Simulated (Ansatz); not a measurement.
```yaml
crystal:
  lattice:
    - [5.46834, 0.08266, 0.06445]
    - [2.53278, 5.67399, -0.00747]
    - [2.55411, 1.04730, 5.58760]
  atoms:
    - { symbol: Y, position: [0.46793, 0.99074, 0.00679] }
    - { symbol: Tl, position: [0.61933, 0.49511, 0.80142] }
    - { symbol: Tl, position: [0.43407, 0.20175, 0.46128] }
    - { symbol: Tl, position: [0.07842, 0.81291, 0.54497] }
    - { symbol: Tl, position: [0.93778, 0.49614, 0.18273] }
    - { symbol: P, position: [0.96247, 0.00335, 0.00281] }
```

Space group P1; a generated structure, not necessarily the stable one.

Level of theory: DFT r2SCAN, scalar-relativistic, plane waves, PAW (Ansatz 0.2.0).

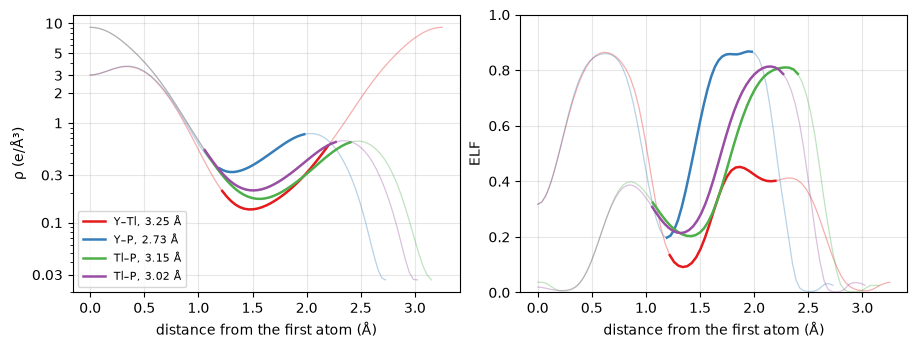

YTl4P. Valence electron density and ELF along straight lines between neighbouring atoms. Thin, pale parts lie inside the atomic spheres.

Core electrons are frozen (PAW), and the valence fields are smoothed inside the atomic spheres.

### Compare the contacts.

Y–Tl (3.25 Å): ρ is about 0.15 e/Å³ halfway; the ELF is about 0.30 at the midpoint and 0.10 at its lowest between the atoms: no shared electron pair shows on this line.
Y–P (2.73 Å): ρ is about 0.33 e/Å³ halfway; the ELF peaks at about 0.85 in the valence shell of P, 0.8 Å from its nucleus, and is about 0.35 at the midpoint.
Tl–P (3.15 Å): ρ is about 0.17 e/Å³ halfway; the ELF peaks at about 0.80 in the valence shell of P, 0.9 Å from its nucleus, and drops to about 0.20 between the two atoms.
Tl–P (3.02 Å): the density is about 0.21 e/Å³ at the midpoint; the ELF peaks at about 0.80 in the valence shell of P, 0.9 Å from its nucleus, and drops to about 0.20 between the two atoms.
